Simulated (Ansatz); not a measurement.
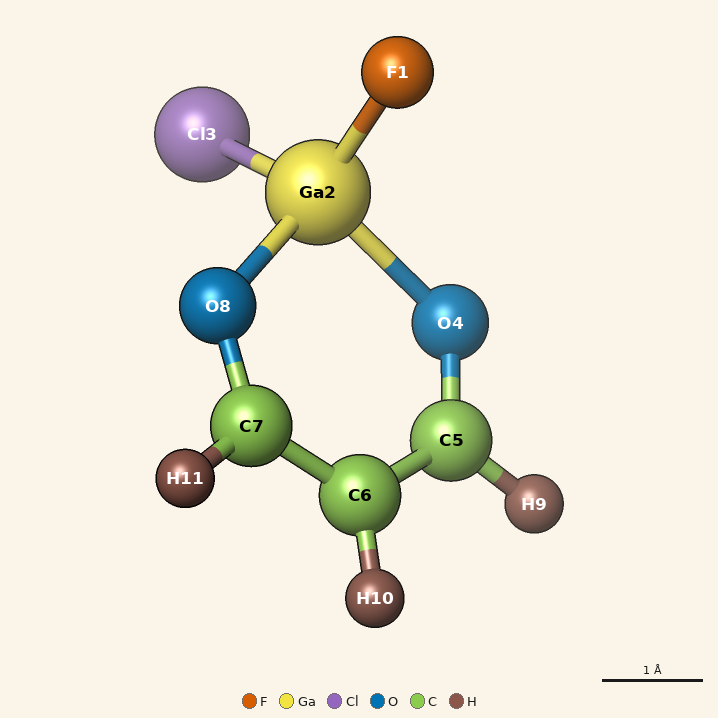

Orthographic view. Depth is shown by fading: the farther an atom, the more it takes the colour of the background. Computed geometry: PBE-D4/def2-SVP optimisation. No frequency run is at hand to confirm it as a minimum.

Write a Z-matrix (Å, degrees) in the order of the atom numbers, with these reference atoms: 2 to 1; 3 to 2, 1; 4 to 2, 1, 3; 5 to 4, 2, 1; 6 to 5, 4, 2; 7 to 6, 5, 4; 8 to 7, 6, 5; 9 to 5, 4, 2; 10 to 6, 7, 8; 11 to 7, 8, 2.

```
F  
Ga   1   1.764
Cl   2   2.146   1   120.8
O    2   1.937   1   107.1   3   128.6
C    4   1.284   2   122.6   1   108.8
C    5   1.405   4   127.2   2     1.2
C    6   1.405   5   123.9   4    -0.3
O    7   1.284   6   127.2   5     0.2
H    5   1.112   4   114.7   2  -178.8
H    6   1.098   7   118.0   8   180.0
H    7   1.112   8   114.6   2   179.0
```
